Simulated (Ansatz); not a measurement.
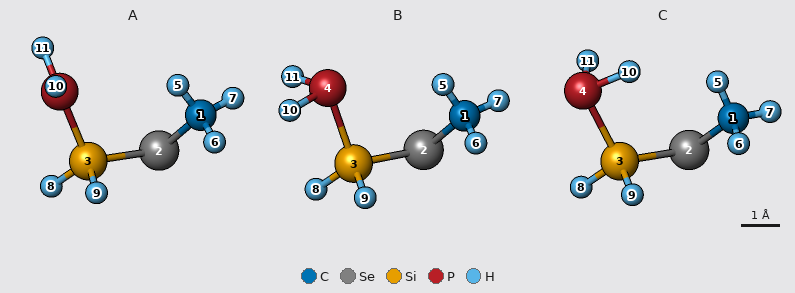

3 geometries from a converged minimum-energy path of CH7PSeSi, shuffled. Style: ball-and-stick. Shown at a tilt.

These are results of Ansatz, RKS PBE-D4/def2-mTZVP, not measurements. Set-up: 7 movable images; climbing image; force threshold 0.05 eV/Å; iteration limit 60; starting path by image-dependent pair potential.

Question: Which frame is the transition state?

Answer: A. In order along the path, whose images run from 0 to 8: B (image 1, +0.01 eV), A (image 4, +0.93 eV), C (image 8, −0.02 eV). The motion is an umbrella inversion at P4. No bond forms or breaks between the ends. Bond angles that change up to the highest image, for instance: Si3–P4–H11 93.9° → 126.1°, Si3–P4–H10 94.2° → 122.0°.
